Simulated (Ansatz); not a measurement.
## Molecular dynamics, with input and output: TiSiNH₈ClO₂ (part 1 of 3)

- system: TiSiNH₈ClO₂
- method: RKS PBE/def2-SVP (Ansatz 0.2.0)

It belongs to a series of runs on one base structure; here: dynamics from the highest image of the converged band. Figures and captions count atoms from 1; the log counts them from 0 in places.

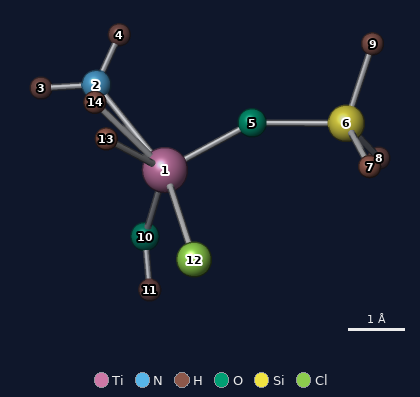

Fig. 1: The starting structure (ball-and-stick view, seen on its broad side; atoms are numbered from 1 in the order of the input). Sticks mark near contacts.

### Results in brief

- outcome: finished
- mean temperature over the second half: 636 K
- trajectory: 200 steps, 100 fs
- ensemble: nve
- temperature in the input: 300.0 K
- time step: 0.5 fs
- potential energy (last step): −49200.6430 eV
- mean-field energy (last step): −49200.6430 eV
- largest force (length of the vector) (last step): 1.476 eV/Å
- hardware: 4 threads of Arm Neoverse V2, 24 GiB of memory available, shared host
- wall time: 7.6 min (CPU time 29 min)
- peak memory: 0.24 GiB

### Remarks

So short a trajectory is not equilibrated.

### Input file
```yaml
crystal:
  periodic: [false, false, false]
  atoms:
    - { symbol: Ti, position_ang: [-0.019779, -0.504788, 0.363204] }
    - { symbol: "N", position_ang: [0.24149, -0.113449, 2.349423] }
    - { symbol: H, position_ang: [-0.437887, 0.2903, 3.001514] }
    - { symbol: H, position_ang: [1.188904, -0.111198, 2.74323] }
    - { symbol: O, position_ang: [1.688797, -0.773176, -0.075773] }
    - { symbol: Si, position_ang: [2.862198, -1.124254, -1.239747] }
    - { symbol: H, position_ang: [2.337664, -2.179935, -2.170205] }
    - { symbol: H, position_ang: [3.205111, 0.121111, -2.00849] }
    - { symbol: H, position_ang: [4.089397, -1.624369, -0.530305] }
    - { symbol: O, position_ang: [-0.701359, 1.067832, -0.17357] }
    - { symbol: H, position_ang: [-1.305586, 1.102577, -0.939603] }
    - { symbol: Cl, position_ang: [-1.091889, -1.707518, -1.264252] }
    - { symbol: H, position_ang: [-0.808999, -1.922125, 1.384287] }
    - { symbol: H, position_ang: [-0.343365, -1.351808, 2.049588] }
basis:
  gaussian: { orbitals: def2-SVP }
hamiltonian:
  xc: pbe
md:
  timestep: 0.5
  n_steps: 200
  ensemble: nve
  temperature: 300.0
  initial_velocities: maxwell_boltzmann
  seed: 11031
```

Launch command:
```bash
ansatz run input.yaml --threads 4 --pin off --max-ram 5120MiB --backend cpu --events-out ev --progress --plain --runs-dir out
```

### The program's output
```
Engine: ansatz 0.2.0, aarch64-unknown-linux-gnu
Functional definition: PBE
  parameter kappa = 0.804
  parameter beta = 0.06672455060314922
  exchange = pbe_x(kappa = kappa, mu = beta*pi^2/3)
  correlation = pbe_c(beta = beta)
1693 factors; their error is unknown
mean field evaluation 1: about -49180.5763 eV, gradient 1.0e2 eV
mean field evaluation 2: about -48691.1431 eV, gradient 4.5e2 eV
mean field evaluation 4: about -49115.4765 eV, gradient 2.3e2 eV
mean field evaluation 8: about -49199.9161 eV, gradient 3.3e-1 eV
mean field -49199.91680976 eV, -1808.0635938574 hartree, gradient 2.3e-5 eV, S^2 0.000000; 0 other end points of the search recorded, 0 dependent functions left out
the calculation of the forces begins
reference -49199.91690227 eV, -1808.0635972569 hartree; 42, 42 occupied and 107, 107 virtual orbitals, 1693 factors
md step     0: t =     0.00 fs  T =   300.0 K  F+E_penalty+E_count = -49199.91680976 eV  E_kin = 0.465336 eV  conserved = -49199.45147377 eV  (54 SCF iters)
these checks for a lower state are left out or cut short: starts, cluster_reference, orbital_swaps, neighbouring_geometries, increment
1693 factors; their error is unknown
mean field evaluation 16: about -49199.9089 eV, gradient 1.7e-1 eV
mean field -49199.90893885 eV, -1808.0633046067 hartree, gradient 2.4e-5 eV, S^2 0.000000; 0 other end points of the search recorded, 0 dependent functions left out
the calculation of the forces begins
reference -49199.90903125 eV, -1808.0633080024 hartree; 42, 42 occupied and 107, 107 virtual orbitals, 1693 factors
md step     1: t =     0.50 fs  T =   295.1 K  F+E_penalty+E_count = -49199.90893885 eV  E_kin = 0.457684 eV  conserved = -49199.45125473 eV  (35 SCF iters)
[... from here on the SCF iterations and repeated set-up lines of each step are left out, up to the last step ...]
md step     2: t =     1.00 fs  T =   282.5 K  F+E_penalty+E_count = -49199.88896608 eV  E_kin = 0.438134 eV  conserved = -49199.45083160 eV  (35 SCF iters)
md step     3: t =     1.50 fs  T =   266.2 K  F+E_penalty+E_count = -49199.86334154 eV  E_kin = 0.412967 eV  conserved = -49199.45037451 eV  (34 SCF iters)
md step     4: t =     2.00 fs  T =   250.9 K  F+E_penalty+E_count = -49199.83917454 eV  E_kin = 0.389140 eV  conserved = -49199.45003452 eV  (34 SCF iters)
md step     5: t =     2.50 fs  T =   239.8 K  F+E_penalty+E_count = -49199.82186464 eV  E_kin = 0.371966 eV  conserved = -49199.44989836 eV  (34 SCF iters)
md step     6: t =     3.00 fs  T =   234.5 K  F+E_penalty+E_count = -49199.81368598 eV  E_kin = 0.363708 eV  conserved = -49199.44997824 eV  (34 SCF iters)
md step     7: t =     3.50 fs  T =   234.2 K  F+E_penalty+E_count = -49199.81355840 eV  E_kin = 0.363337 eV  conserved = -49199.45022139 eV  (33 SCF iters)
md step     8: t =     4.00 fs  T =   236.8 K  F+E_penalty+E_count = -49199.81786995 eV  E_kin = 0.367337 eV  conserved = -49199.45053328 eV  (33 SCF iters)
md step     9: t =     4.50 fs  T =   239.3 K  F+E_penalty+E_count = -49199.82199114 eV  E_kin = 0.371192 eV  conserved = -49199.45079875 eV  (33 SCF iters)
md step    10: t =     5.00 fs  T =   239.3 K  F+E_penalty+E_count = -49199.82211009 eV  E_kin = 0.371206 eV  conserved = -49199.45090417 eV  (35 SCF iters)
md step    11: t =     5.50 fs  T =   236.1 K  F+E_penalty+E_count = -49199.81700051 eV  E_kin = 0.366227 eV  conserved = -49199.45077388 eV  (34 SCF iters)
md step    12: t =     6.00 fs  T =   231.2 K  F+E_penalty+E_count = -49199.80910446 eV  E_kin = 0.358676 eV  conserved = -49199.45042891 eV  (35 SCF iters)
md step    13: t =     6.50 fs  T =   228.2 K  F+E_penalty+E_count = -49199.80403144 eV  E_kin = 0.353995 eV  conserved = -49199.45003617 eV  (35 SCF iters)
md step    14: t =     7.00 fs  T =   230.8 K  F+E_penalty+E_count = -49199.80790936 eV  E_kin = 0.358059 eV  conserved = -49199.44985037 eV  (35 SCF iters)
md step    15: t =     7.50 fs  T =   240.8 K  F+E_penalty+E_count = -49199.82354325 eV  E_kin = 0.373502 eV  conserved = -49199.45004138 eV  (34 SCF iters)
md step    16: t =     8.00 fs  T =   256.2 K  F+E_penalty+E_count = -49199.84793797 eV  E_kin = 0.397399 eV  conserved = -49199.45053931 eV  (34 SCF iters)
md step    17: t =     8.50 fs  T =   272.3 K  F+E_penalty+E_count = -49199.87337347 eV  E_kin = 0.422303 eV  conserved = -49199.45107079 eV  (35 SCF iters)
md step    18: t =     9.00 fs  T =   283.8 K  F+E_penalty+E_count = -49199.89151705 eV  E_kin = 0.440164 eV  conserved = -49199.45135279 eV  (35 SCF iters)
md step    19: t =     9.50 fs  T =   287.8 K  F+E_penalty+E_count = -49199.89773923 eV  E_kin = 0.446474 eV  conserved = -49199.45126512 eV  (34 SCF iters)
md step    20: t =    10.00 fs  T =   285.1 K  F+E_penalty+E_count = -49199.89306026 eV  E_kin = 0.442181 eV  conserved = -49199.45087902 eV  (35 SCF iters)
md step    21: t =    10.50 fs  T =   279.0 K  F+E_penalty+E_count = -49199.88317932 eV  E_kin = 0.432800 eV  conserved = -49199.45037972 eV  (35 SCF iters)
md step    22: t =    11.00 fs  T =   274.5 K  F+E_penalty+E_count = -49199.87568752 eV  E_kin = 0.425725 eV  conserved = -49199.44996294 eV  (34 SCF iters)
md step    23: t =    11.50 fs  T =   275.5 K  F+E_penalty+E_count = -49199.87702764 eV  E_kin = 0.427266 eV  conserved = -49199.44976136 eV  (34 SCF iters)
md step    24: t =    12.00 fs  T =   284.0 K  F+E_penalty+E_count = -49199.89037568 eV  E_kin = 0.440560 eV  conserved = -49199.44981573 eV  (35 SCF iters)
md step    25: t =    12.50 fs  T =   299.7 K  F+E_penalty+E_count = -49199.91493630 eV  E_kin = 0.464849 eV  conserved = -49199.45008728 eV  (34 SCF iters)
md step    26: t =    13.00 fs  T =   319.8 K  F+E_penalty+E_count = -49199.94651391 eV  E_kin = 0.496027 eV  conserved = -49199.45048726 eV  (35 SCF iters)
md step    27: t =    13.50 fs  T =   340.4 K  F+E_penalty+E_count = -49199.97891245 eV  E_kin = 0.528009 eV  conserved = -49199.45090338 eV  (35 SCF iters)
md step    28: t =    14.00 fs  T =   357.5 K  F+E_penalty+E_count = -49200.00574519 eV  E_kin = 0.554531 eV  conserved = -49199.45121433 eV  (34 SCF iters)
md step    29: t =    14.50 fs  T =   368.2 K  F+E_penalty+E_count = -49200.02237935 eV  E_kin = 0.571072 eV  conserved = -49199.45130729 eV  (35 SCF iters)
md step    30: t =    15.00 fs  T =   371.7 K  F+E_penalty+E_count = -49200.02767120 eV  E_kin = 0.576550 eV  conserved = -49199.45112153 eV  (24 SCF iters)
md step    31: t =    15.50 fs  T =   370.1 K  F+E_penalty+E_count = -49200.02479877 eV  E_kin = 0.574090 eV  conserved = -49199.45070921 eV  (35 SCF iters)
md step    32: t =    16.00 fs  T =   367.5 K  F+E_penalty+E_count = -49200.02031240 eV  E_kin = 0.570049 eV  conserved = -49199.45026312 eV  (36 SCF iters)
md step    33: t =    16.50 fs  T =   368.2 K  F+E_penalty+E_count = -49200.02113530 eV  E_kin = 0.571105 eV  conserved = -49199.45002986 eV  (36 SCF iters)
md step    34: t =    17.00 fs  T =   374.4 K  F+E_penalty+E_count = -49200.03081766 eV  E_kin = 0.580667 eV  conserved = -49199.45015055 eV  (34 SCF iters)
md step    35: t =    17.50 fs  T =   384.8 K  F+E_penalty+E_count = -49200.04748019 eV  E_kin = 0.596942 eV  conserved = -49199.45053788 eV  (36 SCF iters)
md step    36: t =    18.00 fs  T =   396.0 K  F+E_penalty+E_count = -49200.06513335 eV  E_kin = 0.614195 eV  conserved = -49199.45093882 eV  (36 SCF iters)
md step    37: t =    18.50 fs  T =   403.8 K  F+E_penalty+E_count = -49200.07748660 eV  E_kin = 0.626370 eV  conserved = -49199.45111697 eV  (35 SCF iters)
md step    38: t =    19.00 fs  T =   406.5 K  F+E_penalty+E_count = -49200.08155705 eV  E_kin = 0.630560 eV  conserved = -49199.45099665 eV  (35 SCF iters)
md step    39: t =    19.50 fs  T =   405.0 K  F+E_penalty+E_count = -49200.07890971 eV  E_kin = 0.628236 eV  conserved = -49199.45067325 eV  (36 SCF iters)
md step    40: t =    20.00 fs  T =   402.3 K  F+E_penalty+E_count = -49200.07431053 eV  E_kin = 0.623988 eV  conserved = -49199.45032260 eV  (35 SCF iters)
md step    41: t =    20.50 fs  T =   401.6 K  F+E_penalty+E_count = -49200.07306661 eV  E_kin = 0.622964 eV  conserved = -49199.45010224 eV  (34 SCF iters)
md step    42: t =    21.00 fs  T =   405.2 K  F+E_penalty+E_count = -49200.07857575 eV  E_kin = 0.628486 eV  conserved = -49199.45008960 eV  (35 SCF iters)
md step    43: t =    21.50 fs  T =   413.1 K  F+E_penalty+E_count = -49200.09107155 eV  E_kin = 0.640801 eV  conserved = -49199.45027060 eV  (35 SCF iters)
md step    44: t =    22.00 fs  T =   423.7 K  F+E_penalty+E_count = -49200.10779882 eV  E_kin = 0.657236 eV  conserved = -49199.45056288 eV  (24 SCF iters)
md step    45: t =    22.50 fs  T =   434.1 K  F+E_penalty+E_count = -49200.12427250 eV  E_kin = 0.673415 eV  conserved = -49199.45085704 eV  (37 SCF iters)
md step    46: t =    23.00 fs  T =   441.6 K  F+E_penalty+E_count = -49200.13596672 eV  E_kin = 0.684903 eV  conserved = -49199.45106396 eV  (37 SCF iters)
md step    47: t =    23.50 fs  T =   443.9 K  F+E_penalty+E_count = -49200.13973054 eV  E_kin = 0.688590 eV  conserved = -49199.45114032 eV  (37 SCF iters)
md step    48: t =    24.00 fs  T =   440.6 K  F+E_penalty+E_count = -49200.13448806 eV  E_kin = 0.683397 eV  conserved = -49199.45109082 eV  (36 SCF iters)
md step    49: t =    24.50 fs  T =   432.1 K  F+E_penalty+E_count = -49200.12121510 eV  E_kin = 0.670281 eV  conserved = -49199.45093384 eV  (37 SCF iters)
md step    50: t =    25.00 fs  T =   420.3 K  F+E_penalty+E_count = -49200.10262761 eV  E_kin = 0.651943 eV  conserved = -49199.45068504 eV  (37 SCF iters)
md step    51: t =    25.50 fs  T =   407.7 K  F+E_penalty+E_count = -49200.08282988 eV  E_kin = 0.632443 eV  conserved = -49199.45038706 eV  (36 SCF iters)
md step    52: t =    26.00 fs  T =   397.4 K  F+E_penalty+E_count = -49200.06652350 eV  E_kin = 0.616374 eV  conserved = -49199.45014968 eV  (37 SCF iters)
md step    53: t =    26.50 fs  T =   391.5 K  F+E_penalty+E_count = -49200.05731287 eV  E_kin = 0.607209 eV  conserved = -49199.45010419 eV  (36 SCF iters)
md step    54: t =    27.00 fs  T =   390.4 K  F+E_penalty+E_count = -49200.05581260 eV  E_kin = 0.605527 eV  conserved = -49199.45028529 eV  (37 SCF iters)
md step    55: t =    27.50 fs  T =   392.4 K  F+E_penalty+E_count = -49200.05920230 eV  E_kin = 0.608623 eV  conserved = -49199.45057895 eV  (35 SCF iters)
md step    56: t =    28.00 fs  T =   394.6 K  F+E_penalty+E_count = -49200.06292662 eV  E_kin = 0.612116 eV  conserved = -49199.45081061 eV  (35 SCF iters)
md step    57: t =    28.50 fs  T =   394.8 K  F+E_penalty+E_count = -49200.06328890 eV  E_kin = 0.612410 eV  conserved = -49199.45087847 eV  (36 SCF iters)
md step    58: t =    29.00 fs  T =   392.1 K  F+E_penalty+E_count = -49200.05902869 eV  E_kin = 0.608226 eV  conserved = -49199.45080293 eV  (27 SCF iters)
md step    59: t =    29.50 fs  T =   387.1 K  F+E_penalty+E_count = -49200.05110281 eV  E_kin = 0.600425 eV  conserved = -49199.45067796 eV  (35 SCF iters)
md step    60: t =    30.00 fs  T =   380.9 K  F+E_penalty+E_count = -49200.04133264 eV  E_kin = 0.590746 eV  conserved = -49199.45058707 eV  (35 SCF iters)
md step    61: t =    30.50 fs  T =   374.3 K  F+E_penalty+E_count = -49200.03114488 eV  E_kin = 0.580592 eV  conserved = -49199.45055244 eV  (35 SCF iters)
md step    62: t =    31.00 fs  T =   367.9 K  F+E_penalty+E_count = -49200.02119678 eV  E_kin = 0.570655 eV  conserved = -49199.45054218 eV  (35 SCF iters)
md step    63: t =    31.50 fs  T =   361.8 K  F+E_penalty+E_count = -49200.01177724 eV  E_kin = 0.561252 eV  conserved = -49199.45052562 eV  (35 SCF iters)
md step    64: t =    32.00 fs  T =   356.3 K  F+E_penalty+E_count = -49200.00318519 eV  E_kin = 0.552662 eV  conserved = -49199.45052364 eV  (36 SCF iters)
md step    65: t =    32.50 fs  T =   351.3 K  F+E_penalty+E_count = -49199.99542634 eV  E_kin = 0.544840 eV  conserved = -49199.45058634 eV  (36 SCF iters)
md step    66: t =    33.00 fs  T =   346.1 K  F+E_penalty+E_count = -49199.98754897 eV  E_kin = 0.536830 eV  conserved = -49199.45071921 eV  (36 SCF iters)
md step    67: t =    33.50 fs  T =   339.7 K  F+E_penalty+E_count = -49199.97767166 eV  E_kin = 0.526838 eV  conserved = -49199.45083340 eV  (35 SCF iters)
md step    68: t =    34.00 fs  T =   331.1 K  F+E_penalty+E_count = -49199.96431592 eV  E_kin = 0.513513 eV  conserved = -49199.45080282 eV  (36 SCF iters)
md step    69: t =    34.50 fs  T =   320.9 K  F+E_penalty+E_count = -49199.94825589 eV  E_kin = 0.497687 eV  conserved = -49199.45056868 eV  (36 SCF iters)
md step    70: t =    35.00 fs  T =   311.4 K  F+E_penalty+E_count = -49199.93329618 eV  E_kin = 0.483078 eV  conserved = -49199.45021828 eV  (35 SCF iters)
md step    71: t =    35.50 fs  T =   306.2 K  F+E_penalty+E_count = -49199.92488080 eV  E_kin = 0.474928 eV  conserved = -49199.44995317 eV  (36 SCF iters)
md step    72: t =    36.00 fs  T =   307.6 K  F+E_penalty+E_count = -49199.92703572 eV  E_kin = 0.477078 eV  conserved = -49199.44995726 eV  (36 SCF iters)
md step    73: t =    36.50 fs  T =   315.5 K  F+E_penalty+E_count = -49199.93963110 eV  E_kin = 0.489375 eV  conserved = -49199.45025600 eV  (35 SCF iters)
md step    74: t =    37.00 fs  T =   327.1 K  F+E_penalty+E_count = -49199.95800942 eV  E_kin = 0.507317 eV  conserved = -49199.45069226 eV  (36 SCF iters)
md step    75: t =    37.50 fs  T =   338.0 K  F+E_penalty+E_count = -49199.97531567 eV  E_kin = 0.524272 eV  conserved = -49199.45104384 eV  (35 SCF iters)
md step    76: t =    38.00 fs  T =   344.7 K  F+E_penalty+E_count = -49199.98588444 eV  E_kin = 0.534726 eV  conserved = -49199.45115855 eV  (35 SCF iters)
md step    77: t =    38.50 fs  T =   346.0 K  F+E_penalty+E_count = -49199.98764598 eV  E_kin = 0.536632 eV  conserved = -49199.45101408 eV  (35 SCF iters)
md step    78: t =    39.00 fs  T =   342.9 K  F+E_penalty+E_count = -49199.98258120 eV  E_kin = 0.531887 eV  conserved = -49199.45069464 eV  (34 SCF iters)
md step    79: t =    39.50 fs  T =   338.6 K  F+E_penalty+E_count = -49199.97548417 eV  E_kin = 0.525144 eV  conserved = -49199.45034024 eV  (34 SCF iters)
md step    80: t =    40.00 fs  T =   336.4 K  F+E_penalty+E_count = -49199.97181069 eV  E_kin = 0.521721 eV  conserved = -49199.45009019 eV  (34 SCF iters)
md step    81: t =    40.50 fs  T =   338.8 K  F+E_penalty+E_count = -49199.97548543 eV  E_kin = 0.525452 eV  conserved = -49199.45003364 eV  (35 SCF iters)
md step    82: t =    41.00 fs  T =   346.4 K  F+E_penalty+E_count = -49199.98751129 eV  E_kin = 0.537346 eV  conserved = -49199.45016503 eV  (35 SCF iters)
md step    83: t =    41.50 fs  T =   358.2 K  F+E_penalty+E_count = -49200.00601888 eV  E_kin = 0.555624 eV  conserved = -49199.45039463 eV  (34 SCF iters)
md step    84: t =    42.00 fs  T =   372.0 K  F+E_penalty+E_count = -49200.02761779 eV  E_kin = 0.577010 eV  conserved = -49199.45060756 eV  (33 SCF iters)
md step    85: t =    42.50 fs  T =   385.8 K  F+E_penalty+E_count = -49200.04914688 eV  E_kin = 0.598418 eV  conserved = -49199.45072924 eV  (34 SCF iters)
md step    86: t =    43.00 fs  T =   398.5 K  F+E_penalty+E_count = -49200.06888446 eV  E_kin = 0.618150 eV  conserved = -49199.45073451 eV  (34 SCF iters)
md step    87: t =    43.50 fs  T =   410.2 K  F+E_penalty+E_count = -49200.08697374 eV  E_kin = 0.636342 eV  conserved = -49199.45063219 eV  (34 SCF iters)
md step    88: t =    44.00 fs  T =   422.1 K  F+E_penalty+E_count = -49200.10524826 eV  E_kin = 0.654787 eV  conserved = -49199.45046107 eV  (35 SCF iters)
md step    89: t =    44.50 fs  T =   435.9 K  F+E_penalty+E_count = -49200.12651111 eV  E_kin = 0.676204 eV  conserved = -49199.45030737 eV  (34 SCF iters)
md step    90: t =    45.00 fs  T =   453.1 K  F+E_penalty+E_count = -49200.15310853 eV  E_kin = 0.702815 eV  conserved = -49199.45029306 eV  (33 SCF iters)
md step    91: t =    45.50 fs  T =   473.6 K  F+E_penalty+E_count = -49200.18507092 eV  E_kin = 0.734571 eV  conserved = -49199.45049945 eV  (34 SCF iters)
md step    92: t =    46.00 fs  T =   495.2 K  F+E_penalty+E_count = -49200.21897209 eV  E_kin = 0.768099 eV  conserved = -49199.45087323 eV  (33 SCF iters)
md step    93: t =    46.50 fs  T =   514.2 K  F+E_penalty+E_count = -49200.24883097 eV  E_kin = 0.797609 eV  conserved = -49199.45122206 eV  (34 SCF iters)
md step    94: t =    47.00 fs  T =   527.2 K  F+E_penalty+E_count = -49200.26905904 eV  E_kin = 0.817725 eV  conserved = -49199.45133408 eV  (34 SCF iters)
md step    95: t =    47.50 fs  T =   532.8 K  F+E_penalty+E_count = -49200.27763101 eV  E_kin = 0.826491 eV  conserved = -49199.45113956 eV  (34 SCF iters)
md step    96: t =    48.00 fs  T =   532.8 K  F+E_penalty+E_count = -49200.27714741 eV  E_kin = 0.826382 eV  conserved = -49199.45076571 eV  (34 SCF iters)
md step    97: t =    48.50 fs  T =   530.3 K  F+E_penalty+E_count = -49200.27300115 eV  E_kin = 0.822565 eV  conserved = -49199.45043629 eV  (33 SCF iters)
md step    98: t =    49.00 fs  T =   528.5 K  F+E_penalty+E_count = -49200.27011706 eV  E_kin = 0.819819 eV  conserved = -49199.45029807 eV  (33 SCF iters)
md step    99: t =    49.50 fs  T =   528.9 K  F+E_penalty+E_count = -49200.27072103 eV  E_kin = 0.820377 eV  conserved = -49199.45034359 eV  (33 SCF iters)
md step   100: t =    50.00 fs  T =   531.2 K  F+E_penalty+E_count = -49200.27436465 eV  E_kin = 0.823903 eV  conserved = -49199.45046204 eV  (34 SCF iters)
md step   101: t =    50.50 fs  T =   534.4 K  F+E_penalty+E_count = -49200.27947000 eV  E_kin = 0.828913 eV  conserved = -49199.45055699 eV  (34 SCF iters)
md step   102: t =    51.00 fs  T =   537.8 K  F+E_penalty+E_count = -49200.28475624 eV  E_kin = 0.834152 eV  conserved = -49199.45060460 eV  (33 SCF iters)
md step   103: t =    51.50 fs  T =   540.9 K  F+E_penalty+E_count = -49200.28962338 eV  E_kin = 0.838985 eV  conserved = -49199.45063874 eV  (33 SCF iters)
```
